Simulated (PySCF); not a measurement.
# One shape, several levels: triplet C6H10

Wanted: a comparison of 4 runs (UHF/STO-3G, UHF/3-21G, UB3LYP/6-31G*, USCS-MP2/6-31G*) of triplet C6H10. Input form: a Python script.

The calculation is run with PySCF 2.14.0.

1 further run of the same task is left out (set aside as unsound or not needed).

## 1. The system as given

C6H10: 16 atoms, total charge 0, spin state triplet. SMILES of the parent species: `CC#CCCC`. The coordinates come from a GFN2-xTB relaxation. This is one conformer, not always the lowest. That shape belongs to the parent species and isn't relaxed for this state.

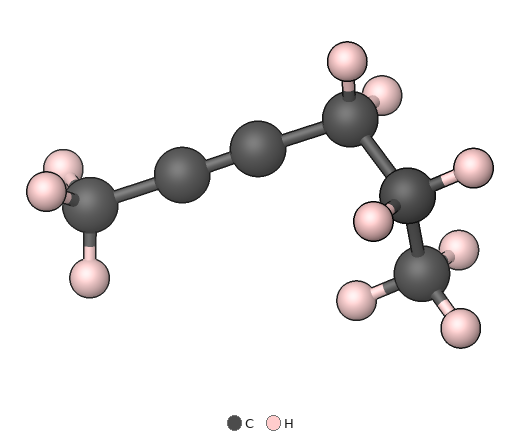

Viewed from a chosen angle; carbon dark grey, hydrogen pink.

## 2. The energy at UHF/STO-3G (run 1)

Contents of input.py:

```python
from pyscf import gto, scf

system = gto.M(
    atom=[
    ('C', (-0.808860, -2.419290, -1.757780)),
    ('C', (-0.328030, -1.583940, -0.677090)),
    ('C', (0.062580, -0.907440, 0.231470)),
    ('C', (0.551730, -0.065710, 1.307720)),
    ('C', (0.949250, 1.326020, 0.803220)),
    ('C', (-0.253830, 2.101690, 0.282390)),
    ('H', (-1.558820, -3.117370, -1.385490)),
    ('H', (-1.257830, -1.802940, -2.536910)),
    ('H', (0.016590, -2.985770, -2.189010)),
    ('H', (1.417910, -0.552090, 1.767300)),
    ('H', (-0.228630, 0.028810, 2.069350)),
    ('H', (1.415880, 1.879040, 1.622170)),
    ('H', (1.687500, 1.219150, 0.005200)),
    ('H', (-0.979970, 2.260550, 1.077470)),
    ('H', (-0.738170, 1.547300, -0.518250)),
    ('H', (0.052690, 3.071960, -0.101770)),
],
    basis='sto-3g',
    spin=2,
    verbose=3,
    max_memory=1860,
)

mf = scf.UHF(system)
mf.conv_tol = 1e-10
mf.kernel()
if not mf.converged:
    mf = mf.newton().run(mf.mo_coeff, mf.mo_occ)

etot = mf.e_tot
print(f'total energy: {etot:.8f} hartree')
```

The run is started by

```console
$ OMP_NUM_THREADS=1 python input.py
```

What it wrote:

```text
WARN: HOMO 0.237077598126634 >= LUMO -0.209656519686204

converged SCF energy = -229.973872837137  <S^2> = 2.0192745  2S+1 = 3.0128223
total energy: -229.97387284 hartree
```

Run time: 1.2 s. Hardware: 1 thread of Arm Neoverse V1, shared host; peak memory 0.1 GiB.

## 3. A single-point energy at UHF/3-21G (run 2)

Contents of calc.py:

```python
from pyscf import gto, scf

mol = gto.Mole()
mol.atom = '''
C     -0.808860    -2.419290    -1.757780
C     -0.328030    -1.583940    -0.677090
C      0.062580    -0.907440     0.231470
C      0.551730    -0.065710     1.307720
C      0.949250     1.326020     0.803220
C     -0.253830     2.101690     0.282390
H     -1.558820    -3.117370    -1.385490
H     -1.257830    -1.802940    -2.536910
H      0.016590    -2.985770    -2.189010
H      1.417910    -0.552090     1.767300
H     -0.228630     0.028810     2.069350
H      1.415880     1.879040     1.622170
H      1.687500     1.219150     0.005200
H     -0.979970     2.260550     1.077470
H     -0.738170     1.547300    -0.518250
H      0.052690     3.071960    -0.101770
'''
mol.basis = '3-21g'
mol.verbose = 3
mol.spin = 2
mol.max_memory = 1860
mol.charge = 0
mol.build()

calc0 = scf.UHF(mol)
calc0.conv_tol = 1e-10
calc0.kernel()
if not calc0.converged:
    calc0 = calc0.newton().run(calc0.mo_coeff, calc0.mo_occ)

energy = calc0.e_tot
print('E(%s) = %.9f' % ('HF', energy))
```

The run is started by

```console
$ OMP_NUM_THREADS=1 python calc.py
```

What it wrote:

```text
WARN: HOMO 0.115544643206435 >= LUMO -0.255568926706279

converged SCF energy = -231.460991116913  <S^2> = 2.0226629  2S+1 = 3.0150708
E(HF) = -231.460991117
```

Wall time 2.7 s (1 thread of Arm Neoverse V1, shared host); peak memory 0.13 GiB.

Run 3 isn't shown in full; the table further down has it.

## 4. A single-point energy at USCS-MP2/6-31G(d) (spherical functions) (run 4)

Contents of input.xyz:

```xyz
16
C6H10
C     -0.808860    -2.419290    -1.757780
C     -0.328030    -1.583940    -0.677090
C      0.062580    -0.907440     0.231470
C      0.551730    -0.065710     1.307720
C      0.949250     1.326020     0.803220
C     -0.253830     2.101690     0.282390
H     -1.558820    -3.117370    -1.385490
H     -1.257830    -1.802940    -2.536910
H      0.016590    -2.985770    -2.189010
H      1.417910    -0.552090     1.767300
H     -0.228630     0.028810     2.069350
H      1.415880     1.879040     1.622170
H      1.687500     1.219150     0.005200
H     -0.979970     2.260550     1.077470
H     -0.738170     1.547300    -0.518250
H      0.052690     3.071960    -0.101770
```

Contents of input.py:

```python
from pyscf import gto, mp

mol = gto.M(
    atom='input.xyz',
    max_memory=1860,
    verbose=4,
    spin=2,
    basis='6-31g*',
    charge=0,
)

mf = mol.UHF()
mf.conv_tol = 1e-10
mf.kernel()
if not mf.converged:
    mf = mf.newton().run(mf.mo_coeff, mf.mo_occ)

pt = mp.MP2(mf, frozen=6).run()
e_tot = mf.e_tot + 1.2 * pt.e_corr_os + pt.e_corr_ss / 3
print(f'total energy: {e_tot:.8f} hartree')
```

The run is started by

```console
$ OMP_NUM_THREADS=1 python input.py
```

What it wrote:

```text
PySCF version 2.14.0

[... 51 lines left out ...]
WARN: HOMO 0.108678411077944 >= LUMO -0.2575233285896
[... 83 lines left out ...]
converged SCF energy = -232.754269215182  <S^2> = 2.0239519  2S+1 = 3.0159257
[... 1 line left out ...]
******** <class 'pyscf.mp.ump2.UMP2'> ********
nocc = (np.int64(18), np.int64(16)), nmo = (98, 98)
frozen orbitals 6
E(UMP2) = -233.467379828938  E_corr = -0.713110613755885
E(SCS-UMP2) = -233.460451610759  E_corr = -0.706182395577047
E_corr(same-spin) = -0.172558085688479
E_corr(oppo-spin) = -0.540552528067406
total energy: -233.46045161 hartree
```

Run time: 12 s. Hardware: 1 thread of Arm Neoverse V1, shared host; peak memory 0.33 GiB.

## 5. All runs side by side

```
run                                  level  integration grid  frozen core orbitals  energy (Eh)  dipole moment (D) of the reference  HOMO energy (eV)  LUMO energy (eV)  wall time
  1                             UHF/STO-3G                 –                     –  -229.973873                                0.05             -2.33              5.09      1.2 s
  2                              UHF/3-21G                 –                     –  -231.460991                                0.35             -3.44              0.71      2.7 s
  3    UB3LYP/6-31G* (spherical functions)                 5                     –  -234.365159                                0.65             -0.43                 –    2.5 min
  4  USCS-MP2/6-31G* (spherical functions)                 –                     6  -233.460452                                0.36             -3.43              0.92       12 s
```

## 6. What came out

```
                                                         quantity          value
                                              run 4: total energy  -233.46045 Eh
                      run 4: dipole moment (Hartree–Fock density)         0.36 D
run 4: HOMO energy (Hartree–Fock orbitals) (highest over α and β)       -3.43 eV
 run 4: LUMO energy (Hartree–Fock orbitals) (lowest over α and β)        0.92 eV
               run 4: correlation energy (6 core orbitals frozen)     -706.2 mEh
                         run 4: ⟨S²⟩ of the reference determinant          2.024
```

In words: Over runs 1, 2, 3 the dipole moment (its size) runs from 0.05 D (UHF/STO-3G) to 0.65 D (UB3LYP/6-31G*). The two ends differ in method and basis. In run 1 the basis is minimal, so the values are rough. All runs together took 2.8 min, the longest 2.5 min.
